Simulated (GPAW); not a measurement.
## zigzag Pt chain, bond 2.521 A: a list in the functional

Aim: see how far moments and order energies of zigzag Pt chain, bond 2.521 A move with the functional, and what each set costs.

Program: GPAW 26.7.0. Level of theory: several functionals; plane waves with GPAW's PAW setups, scalar-relativistic. Results are calculated unless marked as measured.

## 1. The structure

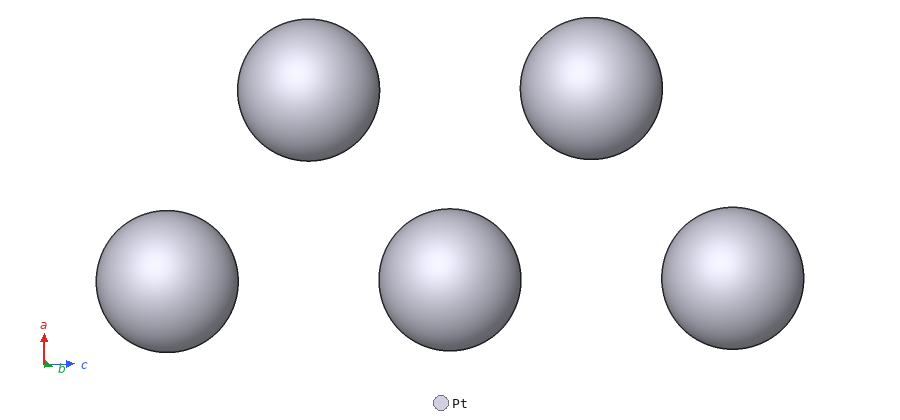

The cell as given, from the side, with the c axis across the page (platinum light grey). 1×1×2 cells are drawn. Some periodic images of atoms are drawn too.

The cell holds 2 atoms: 2 Pt. Cell: a = 12.000 Å, b = 12.000 Å, c = 3.025 Å, α = 90.0°, β = 90.0°, γ = 90.0°. model lattice. Vacuum lies along a and b. The structure's axis is c.

## 2. Set 1 (LDA), start ferro ++

Each set takes another functional on the same cell and mesh.

Contents of order1.py:

```python
import json
import numpy as np
from ase import Atoms
from ase.parallel import paropen, parprint
from gpaw import GPAW

atoms = Atoms(['Pt', 'Pt'],
    cell=[[12.0, 0.0, 0.0],
         [0.0, 12.0, 0.0],
         [0.0, 0.0, 3.0252]],
    scaled_positions=[[0.41596667, 0.5, 0.0],
         [0.58403333, 0.5, 0.5]],
    pbc=True,
    magmoms=[0.6, 0.6])
atoms.calc = GPAW(mode={'name': 'pw', 'ecut': 550},
    xc='LDA',
    kpts={'size': (1, 1, 10), 'gamma': True},
    occupations={'name': 'fermi-dirac', 'width': 0.05},
    convergence={'density': 1e-05, 'energy': 1e-05},
    maxiter=200,
    symmetry={'tolerance': 1e-4},
    txt='order1.txt')
e = atoms.get_potential_energy(force_consistent=True)
res = {'free_energy': e, 'energy_sigma0': atoms.get_potential_energy(), 'fermi_energy': atoms.calc.get_fermi_level()}
res['moments'] = atoms.get_magnetic_moments().tolist()
res['total'] = atoms.get_magnetic_moment()
parprint('site moments (muB):', np.round(res['moments'], 3))
parprint(f"total moment: {res['total']:.3f} muB")
parprint(f'free energy: {e:.6f} eV')
atoms.calc.write('order1.gpw')
with paropen('results.json', 'w') as f:
    json.dump(res, f)
```

Started as:

```sh
> OMP_NUM_THREADS=1 python3 order1.py > order1.log
```

Output:

```text
site moments (muB): [0.335 0.335]
total moment: 0.724 muB
free energy: -9.579327 eV

--- order1.txt ---
Input parameters:
  mode=PW(ecut=550),
  convergence={'density': 1e-05, 'energy': 1e-05},
  kpts=MonkhorstPack(size=(1, 1, 10), gamma=True),
  maxiter=200,
  occupations=Occupations(name='fermi-dirac', width=0.05),
  symmetry=Symmetry(tolerance=0.0001),
  xc=XC(name='LDA')

Diagonalizing LCAO Hamiltonian
Converting LCAO to pw mode
        .----------------------------.
       /|                            |
      / |                            |
     /  |                            |
    /   .----------------------------.
   /   /             Pt             /
  /   /                            /
 *   /                            /
 |  /            Pt              /
 | /                            /
 |/                            /
 *----------------------------*

Atoms  # Å, Bohr magnetons
|   | symbol |        x |        y |        z |    initial magnetic moments |
|---|--------|----------|----------|----------|-----------------------------|
| 0 |     Pt | 4.991600 | 6.000000 | 0.000000 | ( 0.0000,  0.0000,  0.6000) |
| 1 |     Pt | 7.008400 | 6.000000 | 1.512600 | ( 0.0000,  0.0000,  0.6000) |

Unit cell  # Å
| periodic |         x |         y |        z |   lengths |    angles |
|----------|-----------|-----------|----------|-----------|-----------|
|      yes | 12.000000 |  0.000000 | 0.000000 | 12.000000 | 90.000000 |
|      yes |  0.000000 | 12.000000 | 0.000000 | 12.000000 | 90.000000 |
|      yes |  0.000000 |  0.000000 | 3.025200 |  3.025200 | 90.000000 |

Number of symmetries: 4

BZ-sampling:
  Number of BZ points: 10
  Number of IBZ points: 6

  Monkhorst-Pack size: [1, 1, 10]
  Monkhorst-Pack shift: [0.0, 0.0, 0.05]

Plane wave coefficients: 12836
Cutoff: 550.0 eV

Spin-components: 2 (collinear spins)
Bands:           24
Projectors:      12
Spin-degeneracy: 1
Datatype:        complex128

Parallelization:
  kpt:    1
  domain: 1
  band:   1

Density:
  Valence electrons: 32.0
  Components: 2
  Grid points: [70 70 18]
  Charge: 0.0  # |e|

Potential:
  Grid points: [70 70 18]

[... setups left out ...]
Reference energy: -1000193.497738  # eV

eigensolver:
  PPCG
  Converge bands: occupied
  niter=2

density mixing:
  MSR1-Mixer
  Pratt-step length: 0.05
  Maximum mixing coefficient: 0.75
  Old densities: 10
  SVD Regularization: 0.005
  Good broyden scale: 1.0
  Trust region scale: 1.0
  Backstep threshold: 4.0
  History deletion threshold: 6.0
  Fourier metric: weight=20.0, sigma=0.015

occupation numbers:
  Fermi-Dirac:
    width: 0.0500  # eV

poisson solver:
  ecut: 4400.0  # eV

xc functional:
  name: None

convergence criteria:
- Maximum integral of absolute [dens]ity change: 1e-05 electrons / valence electron
- Maximum [total energy] change in last 3 cyles: 1e-05 eV / valence electron
- Maximum integral of absolute [eigenst]ate change: 4e-08 eV^2 / valence electron
maximum number of iterations: 200

SCF iterations
|iter     |      energy | eigst |  dens |  magmom |
|---------|-------------|-------|-------|---------|
|iter:   1|       0s |  -12.100088 | +0.36 |       |  +1.1974|
|iter:   2|      10s |  -11.403788 | -0.93 | -0.83 |  +1.1648|
|iter:   3|      22s |   -9.553468 | -0.59 | -0.89 |  +0.7658|
|iter:   4|      32s |   -9.548272 | -1.79 | -1.64 |  +0.6828|
|iter:   5|      43s |   -9.549290 | -2.44 | -1.88 |  +0.6130|
|iter:   6|      54s |   -9.550985 | -2.92 | -2.33 |  +0.6121|
|iter:   7|      65s |   -9.551550 | -3.40 | -2.59 |  +0.6321|
|iter:   8|      75s |   -9.552676 | -3.87 | -2.83 |  +0.6815|
|iter:   9|      86s |   -9.552934 | -4.38 | -3.07 |  +0.7044|
|iter:  10|      97s |   -9.553078 | -4.87 | -3.35 |  +0.7181|
|iter:  11|     108s |   -9.553138c| -5.30 | -3.91 |  +0.7230|
|iter:  12|     119s |   -9.553148c| -5.77 | -4.45 |  +0.7238|
|iter:  13|     130s |   -9.553153c| -6.18 | -4.95 |  +0.7242|
|iter:  14|     140s |   -9.553153c| -6.67 | -4.97 |  +0.7242|
|iter:  15|     151s |   -9.553153c| -7.08 | -5.43c|  +0.7241|
|iter:  16|     159s |   -9.553153c| -7.47c| -5.92c|  +0.7241|

Converged in 16 steps
Energy contributions relative to reference atoms: (reference = -1000193.497738)

Energy contributions:
  Kinetic:         -28.013750
  Coulomb:          23.676566
  Zero:             -1.328032
  External:          0.000000
  Xc:               -3.861763
  Entropy:          -0.052348
  Spinorbit:         0.000000
  ----------------------------
  Free energy:      -9.579327
  Extrapolated:     -9.553153

dipole moment: (0.000004, 0.000004, -10.238364)  # |e|*Ang

Total magnetic moment: (0.000000, 0.000000, 0.724109)

Local magnetic moments
|        x |        y |        z |
|----------|----------|----------|
| 0.000000 | 0.000000 | 0.334938 |  # Pt   0
| 0.000000 | 0.000000 | 0.334938 |  # Pt   1

Fermi level: -4.496
Eigenvalues  # (at kpt = [0.000, 0.000, 0.000])
| band index |      eig [eV] | occ [0-1] |      eig [eV] | occ [0-1] |
|------------|---------------|-----------|---------------|-----------|
|          0 |       -56.515 |     1.000 |       -56.309 |     1.000 |
|        ... |               |           |               |           |
|          8 |        -7.652 |     1.000 |        -7.468 |     1.000 |
|          9 |        -6.979 |     1.000 |        -6.778 |     1.000 |
|         10 |        -6.011 |     1.000 |        -5.872 |     1.000 |
|         11 |        -5.775 |     1.000 |        -5.601 |     1.000 |
|         12 |        -5.485 |     1.000 |        -5.264 |     1.000 |
|         13 |        -5.082 |     1.000 |        -4.848 |     0.999 |
|         14 |        -4.936 |     1.000 |        -4.782 |     0.997 |
|         15 |        -4.574 |     0.828 |        -4.342 |     0.044 |
|         16 |        -4.416 |     0.169 |        -4.273 |     0.012 |
|         17 |        -3.931 |     0.000 |        -3.712 |     0.000 |
|         18 |        -1.661 |     0.000 |        -1.620 |     0.000 |
|         19 |        -0.989 |     0.000 |        -0.911 |     0.000 |
|         20 |         1.133 |     0.000 |         1.150 |     0.000 |
|         21 |         1.138 |     0.000 |         1.174 |     0.000 |
|         22 |         1.790 |     0.000 |         1.802 |     0.000 |
|         23 |         1.945 |     0.000 |         1.963 |     0.000 |

No gap
No difference between direct/indirect transitions
```

The job ended after 2.9 min (1 MPI rank of Arm Neoverse N1, shared host; peak memory 0.4 GiB).

Spin moment in the augmentation sphere by atom:

```
atom  spin moment in the augmentation sphere (μB)
 Pt1                                        0.335
 Pt2                                        0.335
```

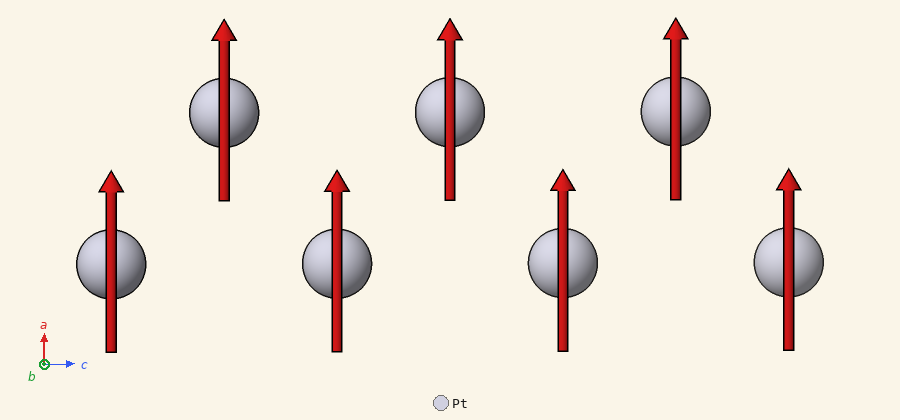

Spin moment in the augmentation sphere as arrows, the longest 0.335 μB. Up and down stand for the sign. Arrows give size and sign along the axis of quantisation, drawn up and down the page. 1×1×3 cells are drawn. Some periodic images of atoms are drawn too.

This step gave:

| Quantity | Value |
| --- | --- |
| magnetization | 0.7241 μB |
| final state | ferromagnetic |

After 16 cycles the largest moment stands at 0.335 μB.

## 3. Set 1 (LDA), start antiferro +-

The second start gives the energy difference between the two end states, the quantity that is followed from set to set.

order2.py is the script of step 2 with these lines changed:

```diff
@@ -13,3 +13,3 @@
     pbc=True,
-    magmoms=[0.6, 0.6])
+    magmoms=[0.6, -0.6])
 atoms.calc = GPAW(mode={'name': 'pw', 'ecut': 550},
@@ -21,3 +21,3 @@
     symmetry={'tolerance': 1e-4},
-    txt='order1.txt')
+    txt='order2.txt')
 e = atoms.get_potential_energy(force_consistent=True)
@@ -29,3 +29,3 @@
 parprint(f'free energy: {e:.6f} eV')
-atoms.calc.write('order1.gpw')
+atoms.calc.write('order2.gpw')
 with paropen('results.json', 'w') as f:
```

Started as:

```sh
> OMP_NUM_THREADS=1 python3 order2.py > order2.log
```

Output:

```text
site moments (muB): [ 0. -0.]
total moment: 0.000 muB
free energy: -9.573918 eV

--- order2.txt ---
Input parameters:
  mode=PW(ecut=550),
  convergence={'density': 1e-05, 'energy': 1e-05},
  kpts=MonkhorstPack(size=(1, 1, 10), gamma=True),
  maxiter=200,
  occupations=Occupations(name='fermi-dirac', width=0.05),
  symmetry=Symmetry(tolerance=0.0001),
  xc=XC(name='LDA')

Diagonalizing LCAO Hamiltonian
Converting LCAO to pw mode
        .----------------------------.
       /|                            |
      / |                            |
     /  |                            |
    /   .----------------------------.
   /   /             Pt             /
  /   /                            /
 *   /                            /
 |  /            Pt              /
 | /                            /
 |/                            /
 *----------------------------*

Atoms  # Å, Bohr magnetons
|   | symbol |        x |        y |        z |    initial magnetic moments |
|---|--------|----------|----------|----------|-----------------------------|
| 0 |     Pt | 4.991600 | 6.000000 | 0.000000 | ( 0.0000,  0.0000,  0.6000) |
| 1 |     Pt | 7.008400 | 6.000000 | 1.512600 | ( 0.0000,  0.0000, -0.6000) |

Number of symmetries: 4

BZ-sampling:
  Number of BZ points: 10
  Number of IBZ points: 6

  Monkhorst-Pack size: [1, 1, 10]
  Monkhorst-Pack shift: [0.0, 0.0, 0.05]

Plane wave coefficients: 12836
Cutoff: 550.0 eV

Spin-components: 2 (collinear spins)
Bands:           24
Projectors:      12
Spin-degeneracy: 1
Datatype:        complex128

Parallelization:
  kpt:    1
  domain: 1
  band:   1

Density:
[...]
|iter:  13|     132s |   -9.540405c| -6.22 | -5.35c|  +0.0000|
|iter:  14|     143s |   -9.540405c| -6.62 | -5.60c|  +0.0000|
|iter:  15|     154s |   -9.540405c| -7.12 | -6.11c|  +0.0000|
|iter:  16|     162s |   -9.540405c| -7.44c| -6.48c|  +0.0000|

Converged in 16 steps
Energy contributions relative to reference atoms: (reference = -1000193.497738)

Energy contributions:
  Kinetic:         -28.115551
  Coulomb:          23.816116
  Zero:             -1.329304
  External:          0.000000
  Xc:               -3.878153
  Entropy:          -0.067026
  Spinorbit:         0.000000
  ----------------------------
  Free energy:      -9.573918
  Extrapolated:     -9.540405

dipole moment: (0.000004, 0.000004, -10.235767)  # |e|*Ang

Total magnetic moment: (0.000000, 0.000000, 0.000000)

Local magnetic moments
|        x |        y |         z |
|----------|----------|-----------|
| 0.000000 | 0.000000 |  0.000000 |  # Pt   0
| 0.000000 | 0.000000 | -0.000000 |  # Pt   1

Fermi level: -4.513
Eigenvalues  # (at kpt = [0.000, 0.000, 0.000])
| band index |      eig [eV] | occ [0-1] |      eig [eV] | occ [0-1] |
|------------|---------------|-----------|---------------|-----------|
|          0 |       -56.386 |     1.000 |       -56.386 |     1.000 |
|        ... |               |           |               |           |
|          7 |        -8.958 |     1.000 |        -8.958 |     1.000 |
|          8 |        -7.552 |     1.000 |        -7.552 |     1.000 |
|          9 |        -6.847 |     1.000 |        -6.847 |     1.000 |
|         10 |        -5.916 |     1.000 |        -5.916 |     1.000 |
[...]
|         20 |         1.146 |     0.000 |         1.146 |     0.000 |
|         21 |         1.162 |     0.000 |         1.162 |     0.000 |
|         22 |         1.798 |     0.000 |         1.798 |     0.000 |
|         23 |         1.956 |     0.000 |         1.956 |     0.000 |

No gap
No difference between direct/indirect transitions
```

It took 3 min on 1 MPI rank; peak memory 0.4 GiB.

The spin moment in the augmentation sphere vanishes on all atoms.

Numbers from this step:

| Item | Value |
| --- | --- |
| final state | non-magnetic |

This start lies +2.7 meV a seeded atom from the first; its moments have collapsed.

## 4. Set 2 (revPBE), start ferro ++

order1.py is the script of step 2 with these lines changed:

```diff
@@ -15,3 +15,3 @@
 atoms.calc = GPAW(mode={'name': 'pw', 'ecut': 550},
-    xc='LDA',
+    xc='revPBE',
     kpts={'size': (1, 1, 10), 'gamma': True},
```

Started as:

```sh
> OMP_NUM_THREADS=1 python3 order1.py > order1.log
```

Output:

```text
site moments (muB): [0.372 0.372]
total moment: 0.788 muB
free energy: -7.674627 eV

--- order1.txt ---
Input parameters:
  mode=PW(ecut=550),
  convergence={'density': 1e-05, 'energy': 1e-05},
  kpts=MonkhorstPack(size=(1, 1, 10), gamma=True),
  maxiter=200,
  occupations=Occupations(name='fermi-dirac', width=0.05),
  symmetry=Symmetry(tolerance=0.0001),
  xc=XC(name='revPBE')

Diagonalizing LCAO Hamiltonian
[...]
|         10 |        -5.580 |     1.000 |        -5.426 |     1.000 |
|         11 |        -5.345 |     1.000 |        -5.125 |     1.000 |
[...]
|         20 |         1.072 |     0.000 |         1.093 |     0.000 |
|         21 |         1.314 |     0.000 |         1.353 |     0.000 |
|         22 |         1.677 |     0.000 |         1.738 |     0.000 |
|         23 |         1.809 |     0.000 |         1.844 |     0.000 |

No gap
No difference between direct/indirect transitions


[key lines of the parts left out:]
Free energy:      -7.674627
Converged in 17 steps
dipole moment: (0.000005, 0.000004, -10.184854)  # |e|*Ang
Fermi level: -4.029
```

Elapsed: 3.2 min, on 1 MPI rank; peak memory 0.43 GiB.

Numbers from this step:

```yaml
magnetization: 0.7884 μB
final_state: ferromagnetic
largest_moment: 0.3715 μB
```

The largest moment moves by +0.04 μB from set 1, at 1.1 times its CPU time.

## 5. Set 2 (revPBE), start antiferro +-

order2.py is the script of step 3 with these lines changed:

```diff
@@ -15,3 +15,3 @@
 atoms.calc = GPAW(mode={'name': 'pw', 'ecut': 550},
-    xc='LDA',
+    xc='revPBE',
     kpts={'size': (1, 1, 10), 'gamma': True},
```

Started as:

```sh
> OMP_NUM_THREADS=1 python3 order2.py > order2.log
```

Output:

```text
site moments (muB): [ 0. -0.]
total moment: -0.000 muB
free energy: -7.662157 eV

--- order2.txt ---
Input parameters:
  mode=PW(ecut=550),
  convergence={'density': 1e-05, 'energy': 1e-05},
  kpts=MonkhorstPack(size=(1, 1, 10), gamma=True),
  maxiter=200,
  occupations=Occupations(name='fermi-dirac', width=0.05),
  symmetry=Symmetry(tolerance=0.0001),
  xc=XC(name='revPBE')

Diagonalizing LCAO Hamiltonian
[...]
|          9 |        -6.394 |     1.000 |        -6.394 |     1.000 |
|         10 |        -5.463 |     1.000 |        -5.463 |     1.000 |
[...]
|         20 |         1.086 |     0.000 |         1.086 |     0.000 |
|         21 |         1.341 |     0.000 |         1.341 |     0.000 |
|         22 |         1.709 |     0.000 |         1.709 |     0.000 |
|         23 |         1.827 |     0.000 |         1.827 |     0.000 |

No gap
No difference between direct/indirect transitions


[key lines of the parts left out:]
Free energy:      -7.662157
Converged in 16 steps
dipole moment: (0.000005, 0.000004, -10.181470)  # |e|*Ang
Fermi level: -4.067
```

It took 3 min on 1 MPI rank; peak memory 0.43 GiB.

Numbers from this step:

```yaml
final_state: non-magnetic
```

This start lies +6.2 meV a seeded atom from the first, a change of +3.5 meV since set 1; its moments have collapsed.

## 6. Set 3 (PBE), start ferro ++

order1.py is the script of step 4 with these lines changed:

```diff
@@ -15,3 +15,3 @@
 atoms.calc = GPAW(mode={'name': 'pw', 'ecut': 550},
-    xc='revPBE',
+    xc='PBE',
     kpts={'size': (1, 1, 10), 'gamma': True},
```

Started as:

```sh
> OMP_NUM_THREADS=1 python3 order1.py > order1.log
```

Output:

```text
site moments (muB): [0.374 0.374]
total moment: 0.800 muB
free energy: -8.217167 eV

--- order1.txt ---
Input parameters:
  mode=PW(ecut=550),
  convergence={'density': 1e-05, 'energy': 1e-05},
  kpts=MonkhorstPack(size=(1, 1, 10), gamma=True),
  maxiter=200,
  occupations=Occupations(name='fermi-dirac', width=0.05),
  symmetry=Symmetry(tolerance=0.0001),
  xc=XC(name='PBE')

Diagonalizing LCAO Hamiltonian
[...]
|         10 |        -5.701 |     1.000 |        -5.547 |     1.000 |
|         11 |        -5.466 |     1.000 |        -5.247 |     1.000 |
[...]
|         20 |         1.129 |     0.000 |         1.150 |     0.000 |
|         21 |         1.269 |     0.000 |         1.320 |     0.000 |
|         22 |         1.753 |     0.000 |         1.809 |     0.000 |
|         23 |         1.893 |     0.000 |         1.937 |     0.000 |

No gap
No difference between direct/indirect transitions


[key lines of the parts left out:]
Free energy:      -8.217167
Converged in 17 steps
dipole moment: (0.000005, 0.000004, -10.199272)  # |e|*Ang
Fermi level: -4.148
```

Wall time 3.1 min (1 MPI rank); peak memory 0.43 GiB.

Read from the output:

| Property | Result |
| --- | --- |
| magnetization | 0.8003 μB |
| final state | ferromagnetic |
| largest moment | 0.3740 μB |

The largest moment is that of set 2, at 0.97 times its CPU time.

## 7. Set 3 (PBE), start antiferro +-

order2.py is the script of step 5 with these lines changed:

```diff
@@ -15,3 +15,3 @@
 atoms.calc = GPAW(mode={'name': 'pw', 'ecut': 550},
-    xc='revPBE',
+    xc='PBE',
     kpts={'size': (1, 1, 10), 'gamma': True},
```

Started as:

```sh
> OMP_NUM_THREADS=1 python3 order2.py > order2.log
```

Output:

```text
site moments (muB): [ 0. -0.]
total moment: -0.000 muB
free energy: -8.204886 eV

--- order2.txt ---
Input parameters:
  mode=PW(ecut=550),
  convergence={'density': 1e-05, 'energy': 1e-05},
  kpts=MonkhorstPack(size=(1, 1, 10), gamma=True),
  maxiter=200,
  occupations=Occupations(name='fermi-dirac', width=0.05),
  symmetry=Symmetry(tolerance=0.0001),
  xc=XC(name='PBE')

Diagonalizing LCAO Hamiltonian
[...]
|          9 |        -6.509 |     1.000 |        -6.509 |     1.000 |
|         10 |        -5.581 |     1.000 |        -5.581 |     1.000 |
[...]
|         20 |         1.142 |     0.000 |         1.142 |     0.000 |
|         21 |         1.305 |     0.000 |         1.305 |     0.000 |
|         22 |         1.782 |     0.000 |         1.782 |     0.000 |
|         23 |         1.916 |     0.000 |         1.916 |     0.000 |

No gap
No difference between direct/indirect transitions


[key lines of the parts left out:]
Free energy:      -8.204886
Converged in 16 steps
dipole moment: (0.000004, 0.000004, -10.195219)  # |e|*Ang
Fermi level: -4.180
```

Elapsed: 3 min, on 1 MPI rank; peak memory 0.43 GiB.

Read from the output:

- final state: non-magnetic

This start lies +6.1 meV a seeded atom from the first, a change of -0.1 meV since set 2; its moments have collapsed.

(Part 1 of 2 ends here.)

[Logs and program files are shortened in this print: banners, set-up blocks, solver, clock and traceback lines can be left out without a mark of their own.]

[Logs are printed without paths, hosts, clocks, repeated set-up lines and the standing remarks that a program may print on its own settings, such as how far it seeks lower states.]

[Hosts, paths, dates, database ids (printed as entryN), source tags and the programs' standing remarks are cut or masked in the printed files.]

[Where a cell is said to come from a database of computed structures, the database is the Materials Project.]
